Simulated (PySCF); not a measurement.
Single-point calculation, with input and output: TiH3 (charge +1)

The run: single-point calculation of TiH3, charge +1. Method and program: RHF/6-31g*, stability (PySCF 2.14.0).

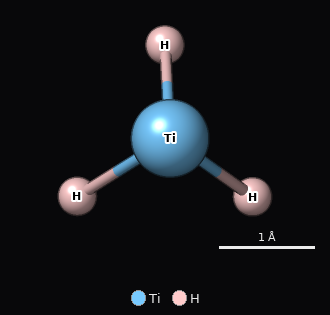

The input geometry (ball-and-stick view, seen on its broad side). Sticks mark near contacts.

The input:
```python
from pyscf import gto, scf

mol = gto.M(
    atom='Ti 0 0 -0.0762; H 1.0659 0 1.2094; H -0.5329 0.9231 1.2094; H -0.5329 -0.9231 1.2094',
    basis='6-31g*',
    charge=1,
    spin=0,
    verbose=4,
)
mf = scf.RHF(mol)
mf = mf.density_fit(auxbasis='def2-universal-jkfit')
mf.kernel()
mf.stability(internal=True, external=True)
mf.dip_moment()
print('orbital energies (hartree):', mf.mo_energy[..., max(0, mol.nelec[1]-3):mol.nelec[0]+3].round(4))
```

Command:
```bash
python input.py
```

The program's output:
```
PySCF version 2.14.0

[INPUT] verbose = 4
[INPUT] num. atoms = 4
[INPUT] num. electrons = 24
[INPUT] charge = 1
[INPUT] spin (= nelec alpha-beta = 2S) = 0
[INPUT] symmetry False subgroup None
[INPUT] Mole.unit = angstrom
[INPUT] Symbol           X                Y                Z      unit          X                Y                Z       unit  Magmom
[INPUT]  1 Ti     0.000000000000   0.000000000000  -0.076200000000 AA    0.000000000000   0.000000000000  -0.143997130692 Bohr   0.0
[INPUT]  2 H      1.065900000000   0.000000000000   1.209400000000 AA    2.014259076174   0.000000000000   2.285434775049 Bohr   0.0
[INPUT]  3 H     -0.532900000000   0.923100000000   1.209400000000 AA   -1.007035051781   1.744406185586   2.285434775049 Bohr   0.0
[INPUT]  4 H     -0.532900000000  -0.923100000000   1.209400000000 AA   -1.007035051781  -1.744406185586   2.285434775049 Bohr   0.0

nuclear repulsion = 21.7735757548882
number of shells = 18
number of NR pGTOs = 109
number of NR cGTOs = 40
basis = 6-31g*
ecp = {}

******** <class 'pyscf.df.df_jk.DFRHF'> ********
method = DFRHF
initial guess = minao
damping factor = 0
level_shift factor = 0
DIIS = <class 'pyscf.scf.diis.CDIIS'>
diis_start_cycle = 1
diis_space = 8
diis_damp = 0
SCF conv_tol = 1e-09
SCF conv_tol_grad = None
SCF max_cycles = 50
direct_scf = False
Set gradient conv threshold to 3.16228e-05
Initial guess from minao.
******** <class 'pyscf.df.df.DF'> ********
auxbasis = def2-universal-jkfit
init E= -849.256686357025
  HOMO = -0.251302409846715  LUMO = -0.0812355724822336  gap/eV = 4.62775
cycle= 1 E= -849.275056362673  delta_E= -0.0184  |g|= 0.768  |ddm|= 1.86
  HOMO = -0.752744452177556  LUMO = -0.545073165392401  gap/eV = 5.65102
cycle= 2 E= -849.330034208267  delta_E= -0.055  |g|= 1.05  |ddm|=  2.1
  HOMO = -0.651286658639283  LUMO = -0.24285609283764  gap/eV = 11.11396
cycle= 3 E= -849.646278228194  delta_E= -0.316  |g|= 0.143  |ddm|= 0.865
  HOMO = -0.638722719592111  LUMO = -0.206972148351995  gap/eV = 11.74853
cycle= 4 E= -849.65439051472  delta_E= -0.00811  |g|= 0.0301  |ddm|= 0.213
  HOMO = -0.632265545913538  LUMO = -0.203465817972199  gap/eV = 11.66823
cycle= 5 E= -849.655326104324  delta_E= -0.000936  |g|= 0.00998  |ddm|= 0.0887
  HOMO = -0.631270328008257  LUMO = -0.202896991977124  gap/eV = 11.65663
cycle= 6 E= -849.655468866966  delta_E= -0.000143  |g|= 0.00448  |ddm|= 0.0348
  HOMO = -0.63158012353017  LUMO = -0.20263783854819  gap/eV = 11.67211
cycle= 7 E= -849.655505576598  delta_E= -3.67e-05  |g|= 0.00271  |ddm|= 0.0121
  HOMO = -0.631544826236921  LUMO = -0.202517709411724  gap/eV = 11.67442
cycle= 8 E= -849.655529276253  delta_E= -2.37e-05  |g|= 0.000862  |ddm|= 0.0142
  HOMO = -0.631667072937114  LUMO = -0.202636529676882  gap/eV = 11.67452
cycle= 9 E= -849.655530873421  delta_E= -1.6e-06  |g|= 9.48e-05  |ddm|= 0.00448
  HOMO = -0.631642147093114  LUMO = -0.202630385174354  gap/eV = 11.67400
cycle= 10 E= -849.655530882428  delta_E= -9.01e-09  |g|= 1.8e-05  |ddm|= 0.000264
  HOMO = -0.631645174021504  LUMO = -0.20263039893127  gap/eV = 11.67409
cycle= 11 E= -849.655530882728  delta_E= -2.99e-10  |g|= 4.82e-06  |ddm|= 4.78e-05
  HOMO = -0.631644622708419  LUMO = -0.202630546354471  gap/eV = 11.67407
```

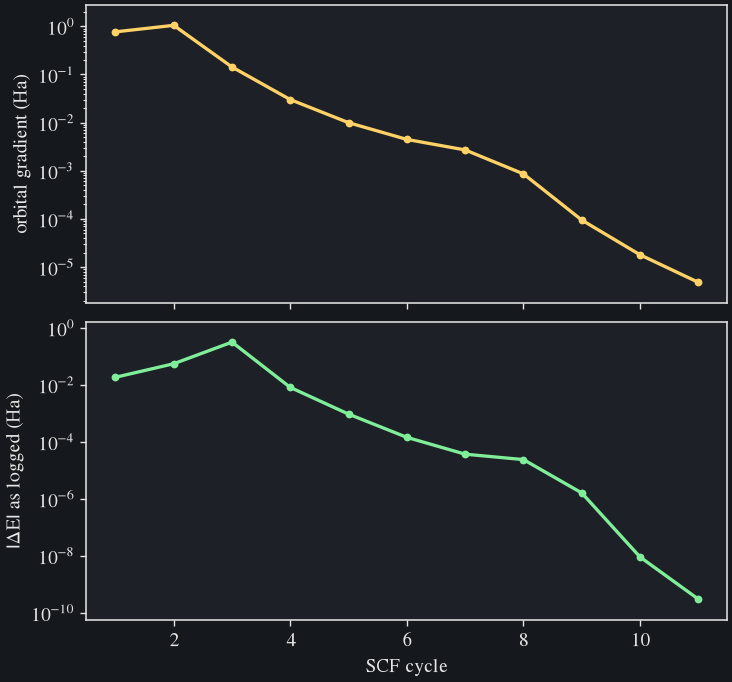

Convergence of the self-consistent field: orbital gradient and size of the energy change against the SCF cycle. The residual falls almost steadily, with no more than small rises.

```
Extra cycle  E= -849.655530882749  delta_E= -2.06e-11  |g|= 2.58e-06  |ddm|= 7.78e-06
converged SCF energy = -849.655530882749
rhf_internal: lowest eigs of H = [0.38779275 0.42454077 0.42456781]
<class 'pyscf.df.df_jk.DFRHF'> wavefunction is stable in the internal stability analysis
rhf_real2complex: lowest eigs of H = [0.08418273 0.08530849 0.08531988]
<class 'pyscf.df.df_jk.DFRHF'> wavefunction is stable in the real -> complex stability analysis
rhf_external: lowest eigs of H = [-0.07732316 -0.02008846 -0.02006971]
<class 'pyscf.df.df_jk.DFRHF'> wavefunction has an RHF/RKS -> UHF/UKS instability

WARN: System has nonzero charge 1; the dipole moment is origin-dependent.
Location of origin: [0. 0. 0.]

Dipole moment(X, Y, Z, Debye): -0.00002,  0.00000, -4.62847
orbital energies (hartree): [-0.6963 -0.6316 -0.6316 -0.2026 -0.1684 -0.1684]
```

Summary:

- outcome: converged
- SCF energy: −849.655531 hartree
- stability analysis: internal: stable; real -> complex: stable; RHF/RKS -> UHF/UKS: unstable
- hardware: 1 CPU thread, shared host
- wall time: 3.8 s
